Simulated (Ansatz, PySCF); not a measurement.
Dissociation curve of Si(Me)(Cl)3, SMILES C[Si](Cl)(Cl)Cl. The Si2–Cl8 bond (Si2 also carries C, Cl, Cl; Cl8 carries nothing else) is varied alone, starting from the PBE0/def2-TZVP optimised geometry.

```
8

C      0.0000     1.7234    -0.6499
Si     0.0000     0.0000     0.0000
Cl    -1.6528    -1.0104    -0.6391
Cl     1.6530    -1.0101    -0.6388
H      0.8886     2.2536    -0.3017
H      0.0000     1.7106    -1.7417
H     -0.8885     2.2537    -0.3016
Cl     0.0000     0.0000     2.0399
```

Computed with: RKS-B3LYP/6-31G* = PySCF with restricted B3LYP/6-31G*, spherical d; RKS-PBE = restricted PBE/cc-pVDZ run with Ansatz (a first-principles code); UKS-B3LYP/6-311+G** = PySCF with unrestricted B3LYP/6-311+G**, spherical d; UCCSD(T) = CCSD(T) on UHF/cc-pVDZ, frozen core run with Ansatz.

Energies are in mEh, each relative to the lowest point of its own curve near equilibrium.

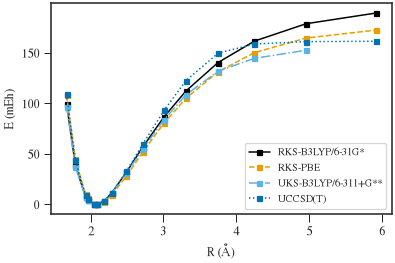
Fig. 1. Energy against bond length for each method.

```csv
R / Å,RKS-B3LYP/6-31G*,RKS-PBE,UKS-B3LYP/6-311+G**,UCCSD(T)
1.67,99.5,108.2,96.4,109.5
1.79,39.2,44.6,37.4,44.2
1.93,7.6,10.0,7.0,9.2
1.96,4.4,6.3,4.0,5.5
2.04,0.1,0.8,0.0,0.4
2.09,0.0,0.0,0.0,0.0
2.19,3.8,2.6,3.8,3.6
2.29,11.4,9.1,11.1,11.3
2.49,31.8,27.9,30.7,32.8
2.72,57.3,52.3,55.3,60.2
3.01,86.9,80.9,84.0,93.3
3.31,112.4,105.2,108.7,122.7
3.75,140.5,131.3,131.9,149.8
4.25,161.8,150.3,144.7,158.9
4.96,179.0,164.8,152.7,161.2
5.92,189.6,172.7,—,161.6
```

At the longest distance, 5.92 Å, RKS-B3LYP/6-31G* lies highest above its minimum (189.6 mEh) and UCCSD(T) lowest (161.6 mEh).

Dashes: no converged value, or the column stops at the first point that the program doubted or that broke a chosen test of continuity, which isn't proof of a fault.

The restricted form behind RKS-B3LYP/6-31G*, RKS-PBE keeps the bonding electrons paired and can't separate into open-shell fragments. The unrestricted solution behind UKS-B3LYP/6-311+G** changes between 4.96 and 5.92 Å, which can leave a kink. The unrestricted determinant behind UKS-B3LYP/6-311+G** is spin-contaminated at 3.75 to 5.92 Å (<S²> up to 0.8, against 0.00 for a pure singlet). The unrestricted solution behind UCCSD(T) changes between 3.01 and 3.31 Å, which can leave a kink. The unrestricted determinant behind UCCSD(T) is spin-contaminated at 3.01 to 5.92 Å (<S²> up to 1.0, against 0.00 for a pure singlet).
